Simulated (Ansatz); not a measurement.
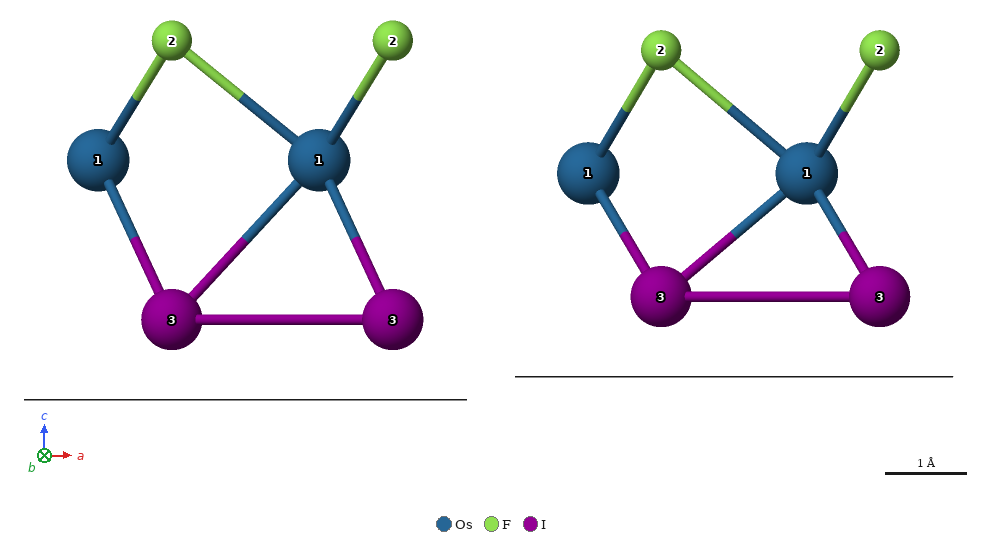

Two geometries of a slab of composition OsIF, drawn at one scale. One is the start of a relaxation, the other its converged end. The picture is a ball-and-stick view of the 2 × 2 repeat of the cell, outlined in the plane, without the vacuum, seen along the b axis.

These are results of DFT, PBE, plane waves, PAW in Ansatz 0.2.0, not measurements. (plane-wave cutoff 420 eV; k-point mesh 12 × 12 × 1; occupations fermi dirac; smearing width 0.02 eV; no spin polarisation; cell and atoms relaxed; force threshold 0.005 eV/Å)

Q: Which geometry has the lower energy?

A: The left one is the relaxed one. Over 10 accepted moves (12 points after the start) the energy falls by 1.075 eV per cell of the calculation. The largest force component goes from 4.4 to 0.00047 eV/Å. At 2 points the geometry stayed and the basis and grid were re-selected for the new cell (energy shift of 2.1 meV per cell of the calculation at most each time). I3 moves most relative to the cell and the layer's centre: 0.29 Å along the normal (−c). Largest moves by element: I 0.29 Å, Os 0.17 Å, F 0.12 Å. In the plane the drawn cell goes a 6.303 → 6.375 Å (+1.1 %), b 6.303 → 6.375 Å (+1.1 %). Some distances before and after: Os1–I3 2.383 → 2.711 Å, I3–I3 3.152 → 3.187 Å, Os1–F2 2.383 → 2.371 Å. Bond angles that change, for instance: I3–Os1–I3 82.8° → 72.0°, F2–Os1–I3 80.4° → 86.3°. The program noted that it reset the height of the cell.
